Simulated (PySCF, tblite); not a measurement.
# C₂H₉B₂F₃N₂: geometry, infrared bands, NMR shifts and electronic excitations, part 2 of 2

tblite 0.8.0 and PySCF 2.14.0. Atoms count from 0. The steps go on from the part before.

## (6) Excited states and response: CAM-B3LYP/def2-SVPD

The job: settings as JSON, then the geometry in Å.

```
{"job": {"kind": "uv", "xc": "CAM-B3LYP", "basis": "def2-SVPD", "ip": true}, "charge": 0, "multiplicity": 1}
F     -3.604813     0.268940    -0.190540
C     -2.469483    -0.049334     0.431920
F     -2.347195     0.737732     1.497112
F     -2.586783    -1.310106     0.879566
C     -1.299946     0.064653    -0.517720
N     -0.055938    -0.362322     0.090895
B      1.248661    -0.385384    -0.841140
N      2.106028     0.448050     0.205050
B      0.763396     0.636637     1.044059
H     -1.212210     1.109184    -0.843682
H     -1.538831    -0.550771    -1.399435
H     -0.201132    -1.269866     0.530253
H      1.667895    -1.515671    -1.016399
H      1.049231     0.251230    -1.860060
H      2.836295    -0.077955     0.676824
H      2.514054     1.305903    -0.154156
H      0.337833     1.770854     0.935784
H      0.852389     0.223875     2.184869
```

Level: TDDFT CAM-B3LYP/def2-SVPD, vertical, gas phase, core orbitals frozen in the response.

Output:

```text
coarse grid: 15312 points
cycle   1  E = -539.6626589599  dE =  1.422e+00  |g| = 9.205e-01  |ddm| = 9.176e+00
cycle   2  E = -539.6308684480  dE =  3.179e-02  |g| = 1.117e+00  |ddm| = 2.513e+00
cycle   3  E = -539.8286419277  dE = -1.978e-01  |g| = 6.361e-02  |ddm| = 1.331e+00
cycle   4  E = -539.8293272069  dE = -6.853e-04  |g| = 2.778e-02  |ddm| = 1.671e-01
cycle   5  E = -539.8294828387  dE = -1.556e-04  |g| = 4.769e-03  |ddm| = 6.572e-02
cycle   6  E = -539.8294881652  dE = -5.326e-06  |g| = 2.128e-03  |ddm| = 1.569e-02
final grid: 149976 points
cycle   7  E = -539.8986863101  dE = -5.903e-05  |g| = 7.717e-03  |ddm| = 2.035e-01
cycle   8  E = -539.8986832489  dE =  3.061e-06  |g| = 8.883e-03  |ddm| = 3.010e-02
cycle   9  E = -539.8986981144  dE = -1.487e-05  |g| = 3.121e-04  |ddm| = 1.082e-02
cycle  10  E = -539.8986981282  dE = -1.374e-08  |g| = 2.265e-04  |ddm| = 1.348e-03
cycle  11  E = -539.8986981377  dE = -9.572e-09  |g| = 3.815e-05  |ddm| = 4.368e-04
cycle  12  E = -539.8986981380  dE = -2.963e-10  |g| = 1.298e-05  |ddm| = 1.211e-04
converged SCF energy = -539.8986981380

Static polarisability (au): isotropic 72.697, principal 66.871 71.942 79.276

Singlet excitations
state   eV       nm        f      main configurations
  1   7.4250    167.0   0.00140   H->L 0.93
  2   7.7148    160.7   0.04525   H-1->L 0.92
  3   7.8786    157.4   0.00819   H->L+1 0.75, H->L+3 0.12
  4   8.1099    152.9   0.00150   H-2->L 0.82
  5   8.3019    149.3   0.01624   H-1->L+1 0.72, H-1->L+3 0.08
  6   8.6268    143.7   0.00440   H->L+3 0.48, H->L+4 0.36
  7   8.7039    142.4   0.00428   H-2->L+1 0.67
  8   8.8393    140.3   0.01158   H->L+2 0.74, H->L+4 0.09
  9   8.9569    138.4   0.02063   H-1->L+2 0.19, H->L+2 0.14, H-1->L+3 0.12
 10   9.0550    136.9   0.04771   H-1->L+3 0.39, H-1->L+4 0.24

Triplet excitations (Tamm-Dancoff, eV): 7.1757 7.5114 7.6467 7.8923
Vertical ionisation energy (delta-SCF) = 10.4630 eV
```

Run time: 6.9 min. Hardware: 1 thread of Arm Neoverse V1, shared host; peak memory 1.3 GiB.

The orbitals next to the gap, with their largest atomic shares:

| orbital | eV | atoms |
| --- | --- | --- |
| HOMO−3 | -11.98 | N7 22 %, N5 16 %, C4 13 % |
| HOMO−2 | -10.40 | B6 25 %, B8 19 %, H13 17 % |
| HOMO−1 | -10.00 | B8 22 %, B6 15 %, H16 13 % |
| HOMO | -9.68 | N5 20 %, B8 16 %, B6 15 % |
| LUMO | 0.69 | B6 26 %, B8 24 %, H14 14 % |
| LUMO+1 | 1.25 | C4 10 %, H10 10 %, H11 10 % |
| LUMO+2 | 1.70 | B6 28 %, B8 25 %, F2 5 % |

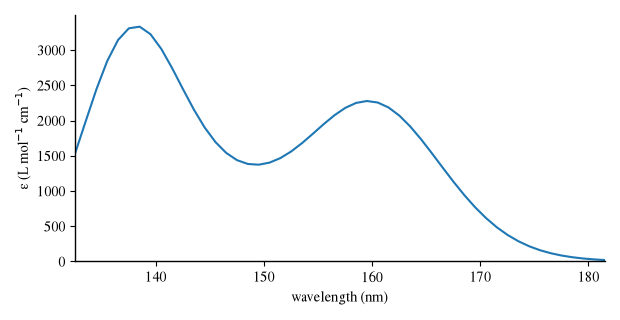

Absorption spectrum: each of the 10 states is a Gaussian band of 0.4 eV half-width at 1/e. Beyond the last state computed it falls off for lack of states.

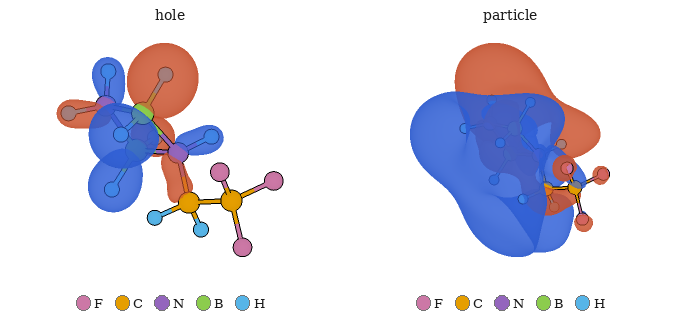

Leading natural transition orbitals of singlet state 10: the electron leaves the hole (left) for the particle orbital (right).

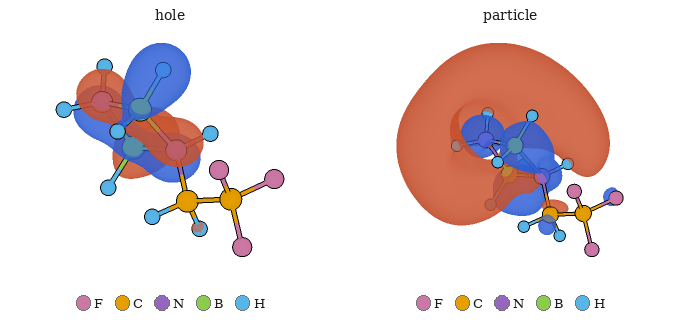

Leading natural transition orbitals of singlet state 1: the electron leaves the hole (left) for the particle orbital (right).

Ground-state properties from the same run:

| property | computed |
| --- | --- |
| dipole moment (D) | 2.41 |
| polarisability (Å³) | 10.77 |
| HOMO–LUMO gap (eV) | 10.37 |
| −ε(HOMO) (eV) | 9.68 |

## (7) Results

This closing draws on all 2 parts.

| quantity | value |
| --- | --- |
| strongest single infrared mode (GFN2-xTB) | 1094 cm⁻¹, 274 km/mol |
| zero-point energy (GFN2-xTB) | 83.2 kcal/mol |
| point group | C1 |
| rotational constants (main isotopes) | 3.56, 0.87, 0.82 GHz |
| 13C shifts against TMS (PBE0/pcSseg-1) | 129.6, 55.9 ppm |
| 1H shifts against TMS (PBE0/pcSseg-1, means over atoms taken as alike) | 3.49, 3.20, 2.88, 2.00, 1.64, 1.63 ppm |
| 19F shifts against CFCl3 (PBE0/pcSseg-1, means over atoms taken as alike) | -89.0 ppm |
| 15N shifts against NH3 (PBE0/pcSseg-1) | 29.6, 22.8 ppm |
| 11B shifts against BF3·OEt2 (PBE0/pcSseg-1, means over atoms taken as alike) | -9.7 ppm |
| surface potential, least and greatest | -0.89 V and 1.95 V |
| lowest singlet (CAM-B3LYP/def2-SVPD) | 7.42 eV (167 nm), f = 0.001 |
| brightest single state of those computed | state 10, 9.05 eV, f = 0.048 |
| lowest triplet | 7.18 eV |
| vertical ionisation energy (ΔSCF) | 10.46 eV |

What this shows: The optimisation took 93 steps and gained 0.522 eV; among the close pairs (by a distance rule), C1–F2 changed most, from 1.392 to 1.334 Å (GFN2-xTB). No mode is imaginary among the 48: a minimum at this level. The strongest single mode, at 1094 cm⁻¹, is spread over many atoms; the largest shares are those of C1, H16. GFN2-xTB is a fitted tight-binding method: band positions and strengths are rough. Its intensities can rank the bands wrongly. Over 9 steps the energy fell by 0.144 eV; of the close pairs, B6–H12 changed most, 1.164 to 1.218 Å (PBE0/def2-SVP). No frequency check was run at this level, so the end point may be a saddle. At PBE0/pcSseg-1: The widest tensor belongs to F0, F2, F3: span 167 ppm, with a paramagnetic part of -206 ppm. The lowest singlet, at 7.42 eV, is HOMO→LUMO 0.93 and is weak; of the 10 states computed, the strongest absorption comes from state 10 at 9.05 eV (the last computed, so partners may be missing). The lowest triplet lies 0.25 eV below the lowest singlet (triplets in Tamm-Dancoff, singlets in full TDDFT). The orbital energy would give 9.68 eV for ionisation, ΔSCF gives 10.46 eV.
